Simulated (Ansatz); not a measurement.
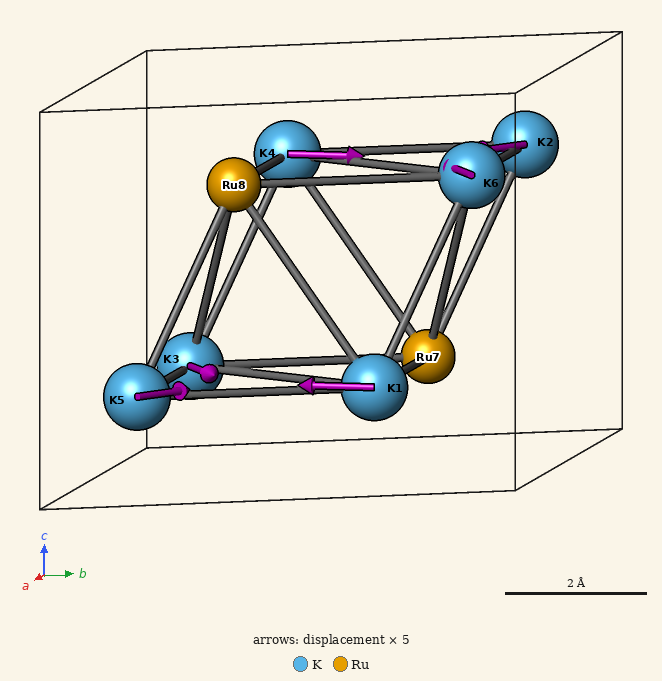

This is a relaxation of a crystal of K$_{3}$Ru (built on the Ni3Sn (D0_19)_194 type) (coarse preliminary run). The starting structure is drawn; purple arrows show the displacements (the part carried along by the change of the cell is left out), 5 times their true length.

The picture is a ball-and-stick view of the cell of the calculation, seen slightly off an axis.

Case: Ni3Sn (D0_19) type (P6_3/mmc, No. 194).

All numbers below come from DFT PBE, scalar-relativistic, plane waves, PAW (Ansatz 0.2.0). (plane-wave cutoff 420 eV; k-point mesh 3 × 3 × 4; occupations gaussian; smearing width 0.1 eV; no spin polarisation; cell and atoms relaxed; force threshold 0.04 eV/Å; at most 70 steps)

Q: What happened in the run?

A: The largest moves relative to the cell, 0.23 Å, are those of K1, K2, K3, K4, K5 and K6. K1 goes along [−1 −2 0]. Ru stays in place. Cell: a = b 7.105 → 7.736 Å (+8.9 %), c 5.703 → 5.920 Å (+3.8 %). Volume +23.0 %. Near-neighbour distances that change, for instance: K1–K3 3.560 → 4.269 Å, K1–K2 3.515 → 3.852 Å, K1–Ru7 3.553 → 3.875 Å, K1–K3 (another image) 3.545 → 3.467 Å. The space group stays P6_3/mmc (No. 194). The energy falls by 0.862 eV per cell of the calculation in 4 accepted moves (5 points after the start). The largest force component goes from 0.75 to 0.0022 eV/Å. Pressure: 2.82 GPa at the start and 0.02 GPa at the end. The SCF was repeated once at an unchanged geometry on a basis and grid sized afresh for the cell, which shifted the energy by 8.1 meV per cell of the calculation at most.
